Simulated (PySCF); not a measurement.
**H3Si, doublet, SMILES `[SiH3]`: what the electrons do**

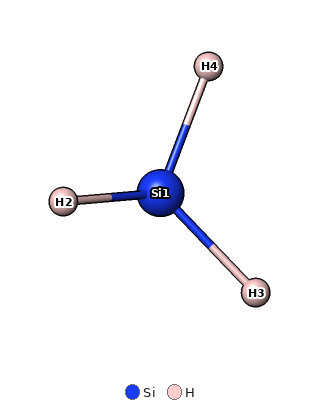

The molecule, with its atoms numbered as below. No frequency check shows the geometry to be a minimum.

Coordinates in Å:

```
Si1     -0.0000    0.0000    0.0561
H2      -1.3770    0.3210   -0.2618
H3       0.9669    1.0316   -0.2618
H4       0.4105   -1.3530   -0.2617
```

### 1. Bonding charge

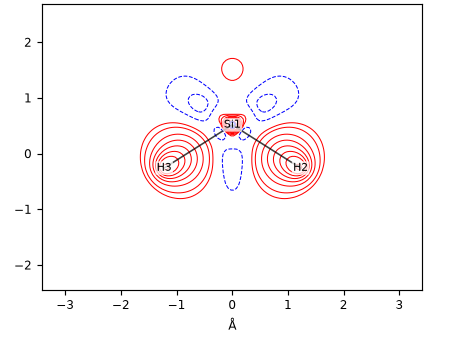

Deformation density (molecule less spherical, spin-averaged free atoms) in the plane of Si1, H2 and H3; contours at ±0.05 to ±0.8 e/Å³; solid red lines: gain, dashed blue lines: loss.

Method: TPSS/def2-TZVP; geometry: GFN2-xTB; program: PySCF. The stability of the open-shell solution wasn't checked. GFN2-xTB doesn't know the spin state, so this open-shell geometry is rough.

Q: Describe the bonding that the map shows.

A: Si1–H2 and Si1–H3: +0.22 e/Å³ at the bond critical point (bond length 1.45 Å, Mayer order 0.9). In all, 0.9 electrons gather in the regions of gain relative to the promolecule.

Q: Where do the Hirshfeld charges lie?

A: The highest Hirshfeld charge is on Si1 (+0.22 e), the lowest on H2, H3 and H4 (−0.07 e).

| atom | charge (e) |
| --- | --- |
| Si1 | +0.22 |
| H2 | −0.07 |
| H3 | −0.07 |
| H4 | −0.07 |

### 2. Electrostatic potential

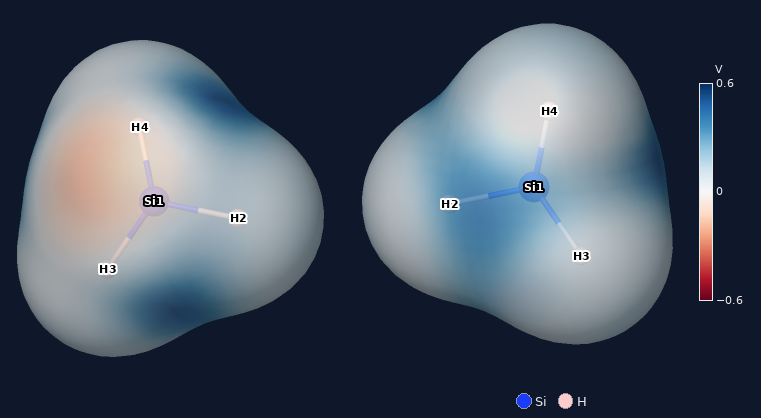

Electrostatic potential on the surface of electron density 0.001 a.u. (back view left, front view right).

Q: Where are the extremes of the potential on the surface?

A: Highest: 0.53 V, near H3 (1.99 Å), H2 (2.02 Å) and Si1 (2.13 Å), and at like points elsewhere. Further maxima include 0.42 V, near Si1 (2.23 Å), H2 (2.29 Å) and H4 (2.32 Å); 0.16 V, 1.4 Å from H2. Lowest: −0.21 V, 2.4 Å from Si1. Further minima include 0.03 V, 1.6 Å from H4, and at like points elsewhere. The surface is sampled at points, so like sites can differ by a few per cent and only the strongest of them is named.

Q: What volume does the surface enclose, and what is the dipole moment?

A: About 60 Å³; the dipole moment is 0.2 D.

### 3. Spin density

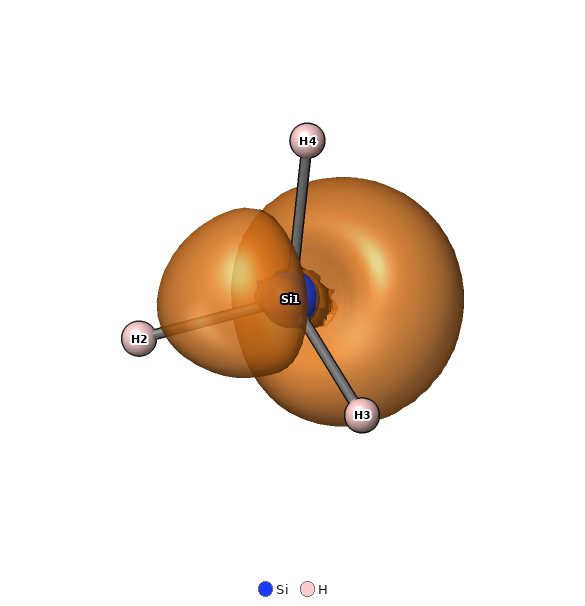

Spin density ρα − ρβ at ±0.05 e/Å³ (orange: excess α, blue: excess β).

Q: Where is the unpaired spin?

A: Hirshfeld spin populations: Si1 +0.87 and H2, H3 and H4 +0.04. ⟨S²⟩ = 0.75, as for a pure state.

### 4. In an electric field

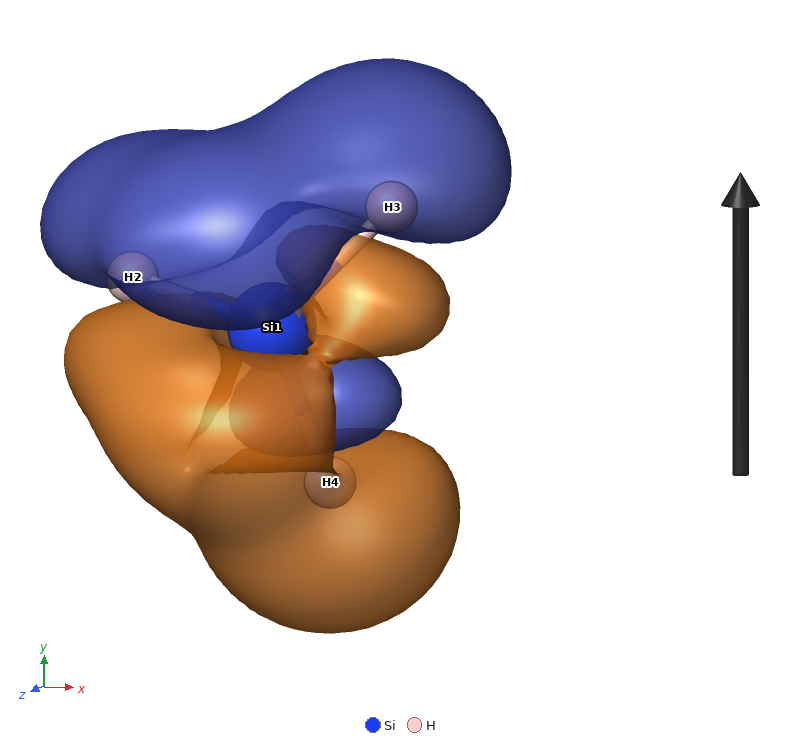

Change of the electron density in a uniform field of 0.10 V/Å along +y (arrow), surfaces at ±0.0004 e/Å³ (orange: gain, blue: loss).

Level of theory: B3LYP/def2-SVPD (PySCF), at a geometry from GFN2-xTB. The stability of the open-shell solution wasn't checked. GFN2-xTB doesn't know the spin state, so this open-shell geometry is rough.

Q: What dipole is induced, and what polarisability does it imply?

A: The induced dipole is 0.17 D (along the field); α along this axis, from the fields in both directions, is 33 bohr³ (5.0 Å³).

Q: Which atoms gain and lose the most charge?

A: Electrons gather most on H4 (Hirshfeld charge changes by −0.006 e) and leave H3 most (+0.004 e); 0.016 electrons are displaced in all.

The PySCF runs shown took 7.7 s and 7.4 s on 1 thread of Intel(R) Xeon(R) Platinum 8259CL CPU @ 2.50GHz (Skylake/Cascade Lake), with other jobs on the host.
